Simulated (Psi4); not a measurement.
**HfH$_{4}$: molecular dynamics (part 2 of 2)**

HfH$_{4}$, SMILES [H][Hf]([H])([H])[H]; B3LYP/def2-SVP, RKS, dispersion D4, core potentials def2 (Psi4 1.11). The geometry comes from this level: GFN2-xTB.

Geometry of the input (Å):
```
Hf 0.0001  0.0002  -0.0001
H  0.0104  -0.0178  1.8636
H  1.7532  0.0103  -0.6311
H  -0.8860  1.5254  -0.6019
H  -0.8777  -1.5181  -0.6304
```

### What the program printed, continued
```
  Basis Set: DEF2-SVP
    Blend: DEF2-SVP
    Number of shells: 24
    Number of basis functions: 52
    Number of Cartesian functions: 57
    Spherical Harmonics?: true
    Max angular momentum: 3

  Core potential: DEF2-SVP
    Number of shells: 4
    Number of ECP primitives: 10
    Number of ECP core electrons: 60
    Max angular momentum: 3

  ==> DFJKGrad: Density-Fitted SCF Gradients <==

    Gradient:                    1
    J tasked:                  Yes
    K tasked:                  Yes
    wK tasked:                  No
    Integrals threads:           1
    Memory [MiB]:             1144
    Schwarz Cutoff:          1E-12
    Fitting Condition:       1E-10

   => Auxiliary Basis Set <=

  Basis Set: (DEF2-SVP AUX)
    Blend: DEF2-UNIVERSAL-JKFIT
    Number of shells: 69
    Number of basis functions: 299
    Number of Cartesian functions: 421
    Spherical Harmonics?: true
    Max angular momentum: 6

  ==> DFT Potential <==

   => LibXC <=

    Version 7.1.2

   => Composite Functional: B3LYP-D4BJEEQATM <=

    B3LYP-d4bjeeqatm Hyb-GGA Exchange-Correlation Functional

    Deriv               =              1
    GGA                 =           TRUE
    Meta                =          FALSE

    Exchange Hybrid     =           TRUE
    MP2 Hybrid          =          FALSE

   => Exchange Functionals <=

    0.0800   Slater exchange
    0.7200         Becke 88

   => Exact (HF) Exchange <=

    0.2000               HF

   => Correlation Functionals <=

    0.1900   Vosko, Wilk & Nusair (VWN5_RPA)
    0.8100   Lee, Yang & Parr

   => LibXC Density Thresholds  <==

    XC_HYB_GGA_XC_B3LYP:  1.00E-15

   => Molecular Quadrature <=

    Radial Scheme          =       TREUTLER
    Pruning Scheme         =           NONE
    Nuclear Scheme         =       TREUTLER

    Blocking Scheme        =         OCTREE
    BS radius alpha        =              1
    Pruning alpha          =              1
    Radial Points          =             75
    Spherical Points       =            302
    Total Points           =         110096
    Total Blocks           =            877
    Max Points             =            256
    Max Functions          =             52
    Weights Tolerance      =       1.00E-15

  -Total Gradient:
     Atom            X                  Y                   Z
    ------   -----------------  -----------------  -----------------
       1       -0.003355980799     0.006223347765     0.020217367357
       2       -0.000727991143     0.002103142325    -0.008841602610
       3        0.003840600718    -0.000579888970    -0.004983484994
       4        0.001946891317     0.000147891969     0.000170480690
       5       -0.001711750915    -0.007882123930    -0.006549427205

	total time  =          0 seconds =       0.00 minutes
```

### Standard output
```
step   0  Epot   -1369.887695  Ekin  0.153431  Etot   -1369.734264 eV  T   237.4 K
step   1  Epot   -1369.883917  Ekin  0.149578  Etot   -1369.734340 eV  T   231.4 K
step   2  Epot   -1369.877401  Ekin  0.143081  Etot   -1369.734320 eV  T   221.4 K
step   3  Epot   -1369.868859  Ekin  0.134579  Etot   -1369.734280 eV  T   208.2 K
step   4  Epot   -1369.859052  Ekin  0.124822  Etot   -1369.734230 eV  T   193.1 K
step   5  Epot   -1369.848815  Ekin  0.114633  Etot   -1369.734182 eV  T   177.4 K
step   6  Epot   -1369.838992  Ekin  0.104842  Etot   -1369.734150 eV  T   162.2 K
step   7  Epot   -1369.830364  Ekin  0.096228  Etot   -1369.734136 eV  T   148.9 K
step   8  Epot   -1369.823561  Ekin  0.089450  Etot   -1369.734111 eV  T   138.4 K
step   9  Epot   -1369.819047  Ekin  0.084989  Etot   -1369.734058 eV  T   131.5 K
step  10  Epot   -1369.817128  Ekin  0.083100  Etot   -1369.734027 eV  T   128.6 K
step  11  Epot   -1369.817934  Ekin  0.083801  Etot   -1369.734133 eV  T   129.7 K
step  12  Epot   -1369.821029  Ekin  0.086865  Etot   -1369.734164 eV  T   134.4 K
step  13  Epot   -1369.826030  Ekin  0.091815  Etot   -1369.734215 eV  T   142.1 K
step  14  Epot   -1369.831989  Ekin  0.097942  Etot   -1369.734047 eV  T   151.5 K
step  15  Epot   -1369.838625  Ekin  0.104403  Etot   -1369.734222 eV  T   161.5 K
```

### Trajectory as extended XYZ (Å, eV, eV/Å), 16 frames, from step=0 to step=15
```
5
Properties=species:S:1:pos:R:3:forces:R:3 step=0 energy=-1369.88771
Hf    0.0001    0.0002   -0.0001   -0.0036  -0.0003   0.0045
H     0.0104   -0.0178    1.8636    0.0000   0.0030  -0.1827
H     1.7532    0.0103   -0.6311   -0.1664  -0.0004   0.0593
H    -0.8860    1.5254   -0.6019    0.0861  -0.1483   0.0580
H    -0.8777   -1.5181   -0.6304    0.0843   0.1465   0.0614
5
Properties=species:S:1:pos:R:3:forces:R:3 step=1 energy=-1369.88393
Hf    0.0000    0.0002    0.0000    0.0075  -0.0753  -0.1916
H     0.0201   -0.0106    1.8555   -0.0011  -0.0076  -0.0953
H     1.7539    0.0116   -0.6484   -0.2311   0.0030   0.1004
H    -0.8859    1.5285   -0.6005    0.0912  -0.1722   0.0693
H    -0.8782   -1.5294   -0.6389    0.1313   0.2509   0.1176
5
Properties=species:S:1:pos:R:3:forces:R:3 step=2 energy=-1369.87741
Hf    0.0000    0.0002    0.0002    0.0201  -0.1440  -0.3845
H     0.0297   -0.0035    1.8471    0.0000  -0.0163  -0.0030
H     1.7541    0.0128   -0.6655   -0.2893   0.0064   0.1392
H    -0.8855    1.5311   -0.5989    0.0948  -0.1910   0.0781
H    -0.8784   -1.5401   -0.6470    0.1718   0.3439   0.1704
5
Properties=species:S:1:pos:R:3:forces:R:3 step=3 energy=-1369.86887
Hf   -0.0001    0.0002    0.0004    0.0335  -0.2062  -0.5707
H     0.0394    0.0035    1.8387    0.0022  -0.0244   0.0919
H     1.7536    0.0141   -0.6822   -0.3394   0.0095   0.1755
H    -0.8849    1.5334   -0.5971    0.0955  -0.2048   0.0847
H    -0.8781   -1.5500   -0.6548    0.2058   0.4250   0.2187
5
Properties=species:S:1:pos:R:3:forces:R:3 step=4 energy=-1369.85906
Hf   -0.0002    0.0002    0.0006    0.0471  -0.2615  -0.7461
H     0.0491    0.0106    1.8306    0.0052  -0.0321   0.1867
H     1.7523    0.0155   -0.6985   -0.3808   0.0123   0.2088
H    -0.8841    1.5351   -0.5951    0.0932  -0.2134   0.0888
H    -0.8774   -1.5589   -0.6620    0.2327   0.4936   0.2617
5
Properties=species:S:1:pos:R:3:forces:R:3 step=5 energy=-1369.84883
Hf   -0.0002    0.0002    0.0007    0.0606  -0.3095  -0.9068
H     0.0587    0.0175    1.8228    0.0092  -0.0392   0.2783
H     1.7500    0.0168   -0.7143   -0.4128   0.0149   0.2383
H    -0.8831    1.5363   -0.5929    0.0883  -0.2166   0.0904
H    -0.8761   -1.5666   -0.6686    0.2526   0.5495   0.2992
5
Properties=species:S:1:pos:R:3:forces:R:3 step=6 energy=-1369.83900
Hf   -0.0003    0.0001    0.0009    0.0738  -0.3501  -1.0487
H     0.0684    0.0243    1.8158    0.0139  -0.0459   0.3637
H     1.7468    0.0182   -0.7295   -0.4351   0.0172   0.2637
H    -0.8819    1.5370   -0.5905    0.0806  -0.2145   0.0897
H    -0.8742   -1.5729   -0.6744    0.2656   0.5923   0.3308
5
Properties=species:S:1:pos:R:3:forces:R:3 step=7 energy=-1369.83038
Hf   -0.0003    0.0001    0.0010    0.0864  -0.3830  -1.1681
H     0.0782    0.0311    1.8096    0.0193  -0.0522   0.4397
H     1.7425    0.0196   -0.7441   -0.4474   0.0194   0.2843
H    -0.8804    1.5372   -0.5879    0.0700  -0.2070   0.0872
H    -0.8717   -1.5779   -0.6795    0.2716   0.6221   0.3564
5
Properties=species:S:1:pos:R:3:forces:R:3 step=8 energy=-1369.82357
Hf   -0.0004    0.0001    0.0011    0.0984  -0.4080  -1.2613
H     0.0880    0.0377    1.8045    0.0249  -0.0581   0.5031
H     1.7372    0.0211   -0.7580   -0.4495   0.0214   0.3000
H    -0.8788    1.5369   -0.5850    0.0560  -0.1945   0.0826
H    -0.8685   -1.5814   -0.6837    0.2709   0.6390   0.3760
5
Properties=species:S:1:pos:R:3:forces:R:3 step=9 energy=-1369.81906
Hf   -0.0004    0.0001    0.0012    0.1096  -0.4247  -1.3254
H     0.0978    0.0441    1.8006    0.0299  -0.0638   0.5511
H     1.7307    0.0226   -0.7712   -0.4414   0.0234   0.3108
H    -0.8771    1.5361   -0.5820    0.0389  -0.1777   0.0746
H    -0.8647   -1.5833   -0.6871    0.2635   0.6432   0.3894
5
Properties=species:S:1:pos:R:3:forces:R:3 step=10 energy=-1369.81714
Hf   -0.0005    0.0000    0.0013    0.1201  -0.4329  -1.3580
H     0.1077    0.0504    1.7980    0.0338  -0.0698   0.5814
H     1.7233    0.0242   -0.7837   -0.4233   0.0252   0.3164
H    -0.8752    1.5349   -0.5788    0.0196  -0.1569   0.0637
H    -0.8603   -1.5837   -0.6895    0.2496   0.6345   0.3967
5
Properties=species:S:1:pos:R:3:forces:R:3 step=11 energy=-1369.81795
Hf   -0.0005    0.0000    0.0013    0.1306  -0.4320  -1.3575
H     0.1177    0.0566    1.7968    0.0375  -0.0766   0.5927
H     1.7148    0.0258   -0.7954   -0.3957   0.0265   0.3162
H    -0.8734    1.5333   -0.5754   -0.0015  -0.1314   0.0529
H    -0.8552   -1.5826   -0.6909    0.2295   0.6132   0.3976
5
Properties=species:S:1:pos:R:3:forces:R:3 step=12 energy=-1369.82104
Hf   -0.0006   -0.0001    0.0014    0.1410  -0.4208  -1.3245
H     0.1278    0.0626    1.7970    0.0409  -0.0833   0.5851
H     1.7053    0.0275   -0.8063   -0.3593   0.0271   0.3098
H    -0.8715    1.5315   -0.5719   -0.0254  -0.1033   0.0392
H    -0.8496   -1.5800   -0.6914    0.2032   0.5793   0.3921
5
Properties=species:S:1:pos:R:3:forces:R:3 step=13 energy=-1369.82604
Hf   -0.0006   -0.0001    0.0014    0.1519  -0.3990  -1.2597
H     0.1379    0.0683    1.7986    0.0410  -0.0903   0.5587
H     1.6950    0.0293   -0.8165   -0.3141   0.0290   0.2966
H    -0.8697    1.5293   -0.5684   -0.0490  -0.0728   0.0232
H    -0.8435   -1.5760   -0.6909    0.1705   0.5333   0.3799
5
Properties=species:S:1:pos:R:3:forces:R:3 step=14 energy=-1369.83200
Hf   -0.0006   -0.0002    0.0014    0.1617  -0.3658  -1.1628
H     0.1482    0.0739    1.8015    0.0395  -0.0997   0.5142
H     1.6840    0.0311   -0.8260   -0.2591   0.0295   0.2786
H    -0.8680    1.5270   -0.5647   -0.0753  -0.0404   0.0096
H    -0.8370   -1.5708   -0.6896    0.1319   0.4753   0.3615
5
Properties=species:S:1:pos:R:3:forces:R:3 step=15 energy=-1369.83864
Hf   -0.0007   -0.0002    0.0014    0.1726  -0.3200  -1.0396
H     0.1586    0.0792    1.8057    0.0374  -0.1081   0.4546
H     1.6723    0.0330   -0.8348   -0.1975   0.0298   0.2563
H    -0.8665    1.5246   -0.5611   -0.1001  -0.0076  -0.0088
H    -0.8302   -1.5644   -0.6874    0.0880   0.4053   0.3368
```

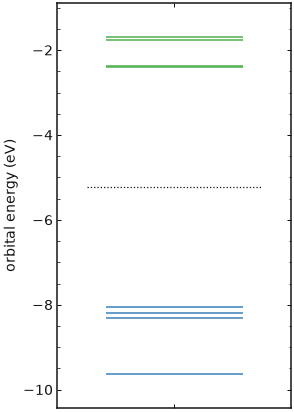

**Figure 1.** Orbital energies near the frontier; the dotted line parts filled from empty levels, and levels within 0.02 eV of each other stand side by side. Highest filled −8.04 eV, lowest empty −2.41 eV, 5.63 eV apart.

### Key numbers

- outcome: finished
- trajectory: 16 frames kept
- potential energy (last step): −50.340641 hartree
- dispersion energy (last step): −0.004280 hartree
- basis functions (last step): 52
- HOMO (last step): −8.04 eV
- LUMO (last step): −2.41 eV
- dipole moment (last step): 0.53 D
- wall time: 36 s
- peak memory: 0.65 GiB
